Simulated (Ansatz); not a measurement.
# AsH$_{2}$ (SMILES [AsH2]) (doublet): what the fields show

Input file:

```
crystal:
  periodic: [false, false, false]
  atoms:
    - {symbol: As, position_ang: [-0.573310, 0.327430, -0.274790]}
    - {symbol: H, position_ang: [0.680410, 0.795730, 0.459110]}
    - {symbol: H, position_ang: [-0.107090, -1.123160, -0.184320]}
basis:
  gaussian: {orbitals: def2-SVP}
magnetization: {spin_polarized: true, initial_magnetization: 1}
hamiltonian: {xc: hf}
accuracy: high
output: {forces: true, orbitals: {seedname: orbitals}}
```

Run with:

```sh
ansatz run input.yaml --threads 1 --pin off --max-ram 3480MiB --events-out events.jsonl --progress --plain --runs-dir runs
```

Geometry: PBE0-D4/def2-TZVP.

Theory: isolated molecule in a Gaussian basis; Hartree-Fock (Ansatz 0.2.0).

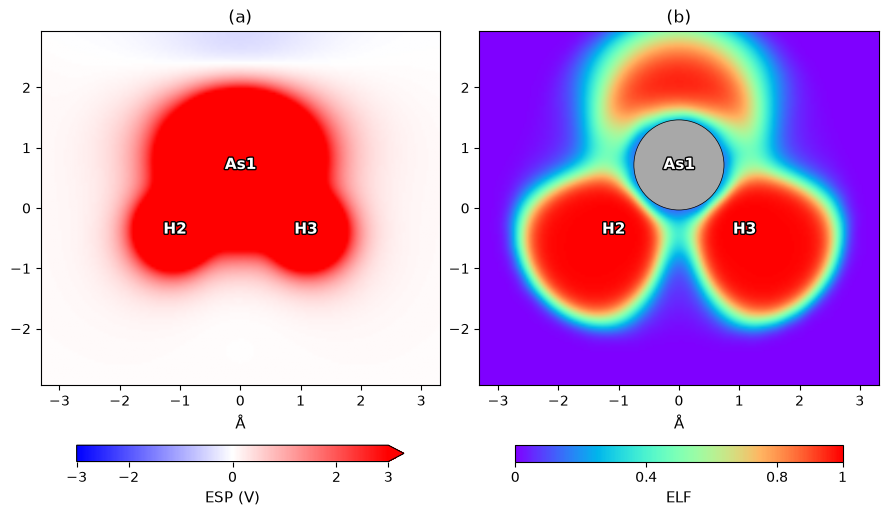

Figure 1. (a) molecular electrostatic potential; (b) electron localisation function on the molecular plane. Grey discs cover the atomic cores in the ELF map.

Interpret the plot.

Answer.
- The plane passes through As and H nuclei.
- As–H (1.53 Å): the ELF climbs to about 1 towards the hydrogen, as it does in any bond to H.
- The ELF also peaks beside As1, away from the bonds: non-bonding electrons, paired or unpaired.
- Outside the dense part of the molecule the potential is most negative (−0.4 V) near As1.

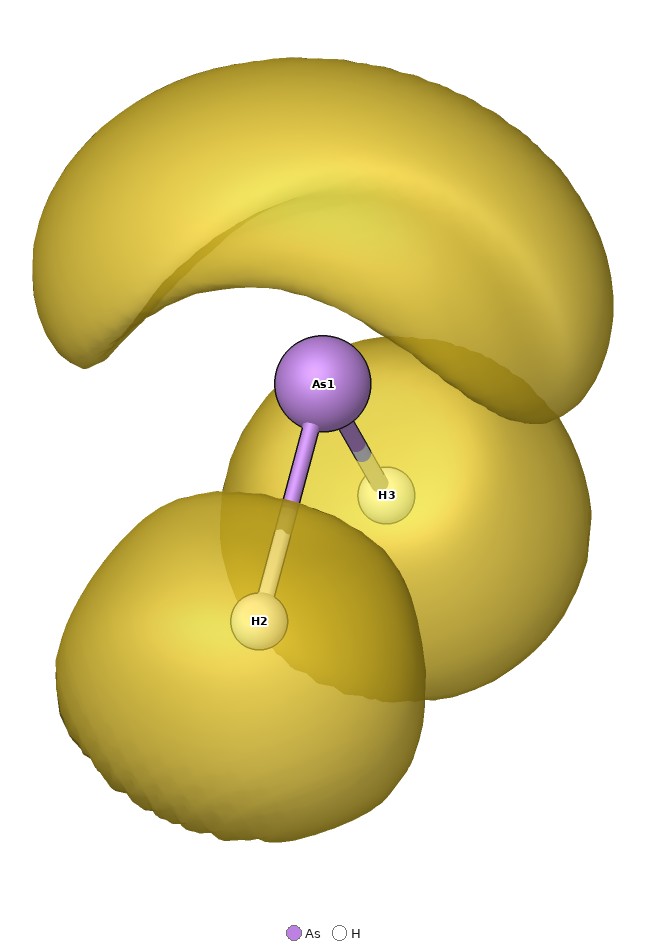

Figure 2. Isosurface of the ELF at 0.8 (yellow), seen at an oblique angle. Core shells and regions of very low density are left out.

Where are the electrons localised?

Answer. At this value the surface marks out two regions around hydrogen nuclei and one lobe on As, pointing away from the bonds (non-bonding electrons).

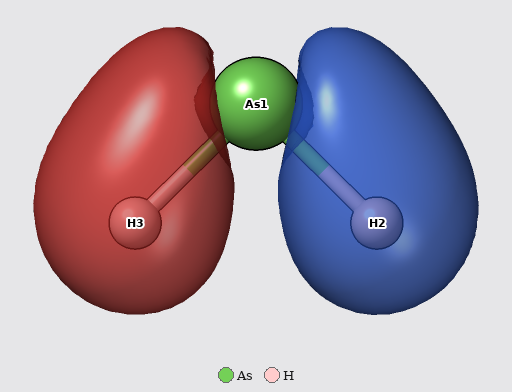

Figure 3. The HOMO−1 (β) at ±0.15 Å⁻³ᐟ² (red and blue are the two phases), seen across its widest extent.

Describe this orbital and give its energy.

Answer. It lies mainly on As1 (about 50 %), H2 (about 25 %) and H3 (about 25 %); it is symmetric in the molecular plane (an in-plane orbital: σ, lone-pair or in-plane π type). Its energy is −13.34 eV.
